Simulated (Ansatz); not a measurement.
| atom | x (Å) | y (Å) | z (Å) |
| --- | --- | --- | --- |
| Sr | 1.0075 | -3.7251 | 0.0100 |
| Sr | 2.1181 | -1.4340 | 3.0306 |
| Sr | 3.8809 | -0.5410 | -0.3903 |
| Sr | 0.1315 | -0.0394 | -0.1347 |
| Sr | 1.6316 | -1.8016 | -3.3839 |
| S | -0.2980 | -2.1113 | 1.9551 |
| S | 2.0950 | 0.6433 | -2.2613 |
| S | -0.5894 | -2.3315 | -1.8875 |
| S | 3.4221 | -3.2002 | -1.6589 |
| S | 2.3863 | 0.8636 | 1.5809 |
| S | 3.6409 | -3.0348 | 1.2264 |

Geometry: PBE-D4/def2-SVP; core potentials replace the inner electrons of Sr.

Level of theory: UKS PBE0-D4/def2-SVP (Ansatz).

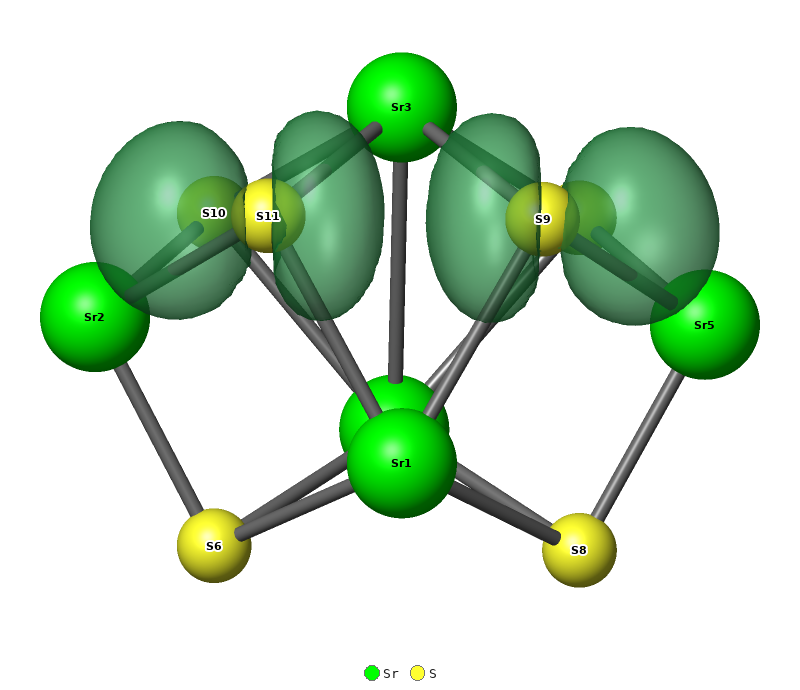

S6Sr5 (charge −1, doublet). Isosurfaces of the spin density at +0.015 (green) and −0.015 e/Å³ (red), seen at a tilt.

> Which atoms carry the spin?

The unpaired spin (1 electron) lies mostly on S9 (about 0.4) and S11 (about 0.4), in electrons by Hirshfeld's partition. Only one sign reaches the isovalue.
